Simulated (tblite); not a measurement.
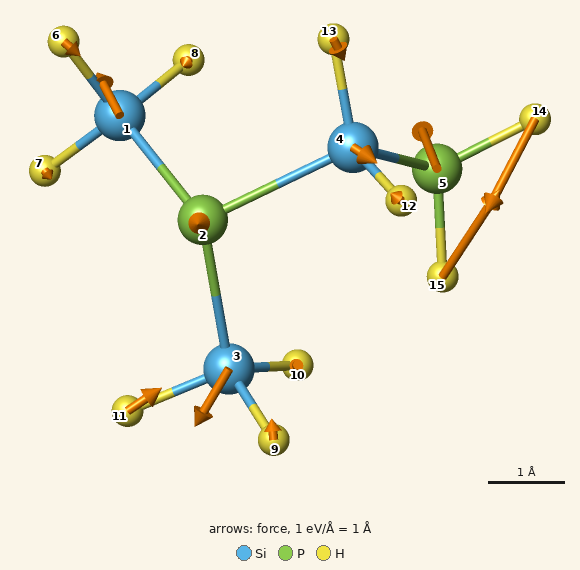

Starting geometry of Si₃P₂H₁₀ with the computed forces as orange arrows. The picture is a ball-and-stick view, seen at a tilt.

Method: GFN2-xTB geometry optimisation, gas phase (tblite 0.8.0). 

Question: What follows when this structure is relaxed?

Answer: It isn't relaxed: the largest force vector, on P5, is 1.58 eV/Å. The final displacements follow the starting forces only in part (cosine between the two patterns 0.33). H8 moves most after the best rigid fit: 0.82 Å. Largest moves by element: H 0.82 Å, P 0.30 Å, Si 0.14 Å. Among the contacts that change: P5–H14 1.444 → 1.381 Å, P5–H15 1.445 → 1.383 Å, Si4–P5 2.207 → 2.250 Å, Si3–H11 1.493 → 1.460 Å. Among the angles between lasting bonds that change: H14–P5–H15 113.6° → 92.4°, Si4–P5–H14 112.4° → 94.0°, Si4–P5–H15 107.9° → 95.4°. Groups turn about Si1–P2 by about 25°. Over 100 geometry steps the energy falls by 0.800 eV.
